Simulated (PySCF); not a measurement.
SMILES CCCCCCC (C7H16) at its GFN2-xTB optimised geometry (Å):

```
23

C      4.5646     1.4573    -2.4092
C      3.0408     1.4623    -2.4188
C      2.4621     0.7349    -1.2076
C      0.9355     0.7348    -1.2102
C      0.3589     0.0042     0.0000
C     -1.1678     0.0042     0.0000
C     -1.7356    -0.7302     1.2084
H      4.9559     1.9789    -3.2797
H      4.9425     0.4372    -2.4216
H      4.9418     1.9499    -1.5155
H      2.6813     2.4939    -2.4253
H      2.6822     0.9823    -3.3324
H      2.8230    -0.2965    -1.2012
H      2.8214     1.2151    -0.2941
H      0.5762     0.2568    -2.1250
H      0.5745     1.7663    -1.2149
H      0.7187     0.4815     0.9148
H      0.7187    -1.0276     0.0036
H     -1.5280    -0.4709    -0.9155
H     -1.5281     1.0357     0.0000
H     -1.4038    -1.7663     1.2153
H     -2.8230    -0.7182     1.1890
H     -1.4034    -0.2595     2.1313
```

Calculation: PySCF with B3LYP/def2-SVP. Cells within 0.4 Å of a nucleus heavier than hydrogen are left out (blank, or x).

Map of the log10 of the electron density (e/bohr³), floored at −4 on the plane z = 1.5 Å:

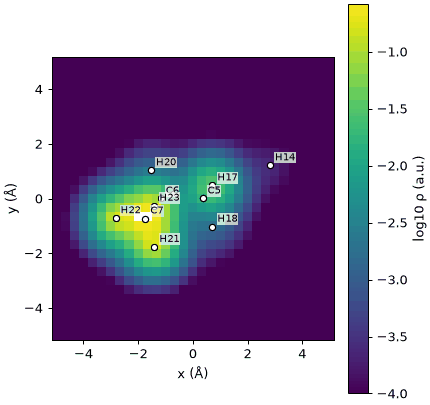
Figure: Log10 of the electron density (e/bohr³), floored at −4 on the plane z = 1.5 Å.
